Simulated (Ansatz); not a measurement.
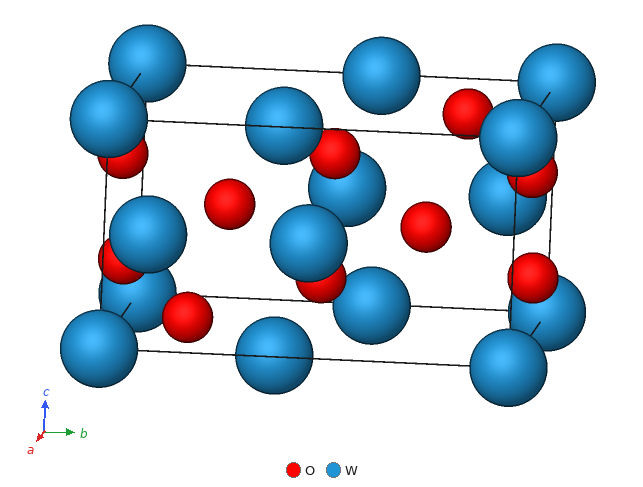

The structure above is drawn in spheres-only style and viewed slightly off an axis. One simulation cell is framed, with atoms on its boundary repeated. Some neighbours outside the box are added.

Results below were computed with DFT, PAW plane waves, r2SCAN (Ansatz); the settings were E_cut = 500 eV, 6×2×4 k-mesh, Fermi-Dirac smearing of 0.1 eV, no spin polarisation.

**How charged are the atoms, by the Bader scheme?**

W +1.53 to +1.80 e; O -1.21 e.

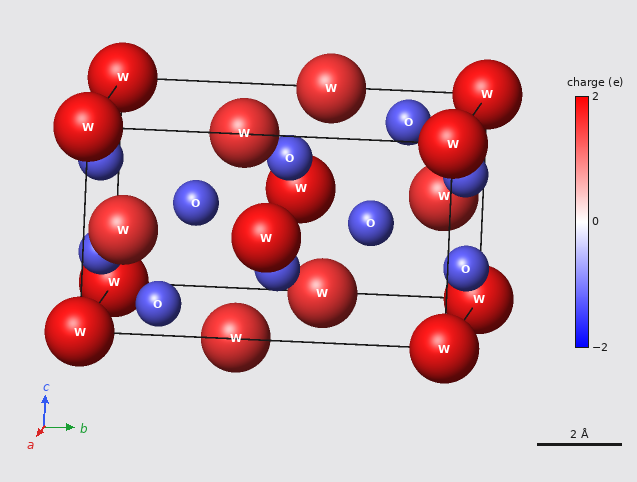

The atoms coloured by those charges.

Starting structure: a generated cell, made by putting these elements into a known structure type (the compound may or may not exist in this form). The geometry was optimised with DFT, PAW plane waves, r2SCAN in Ansatz.
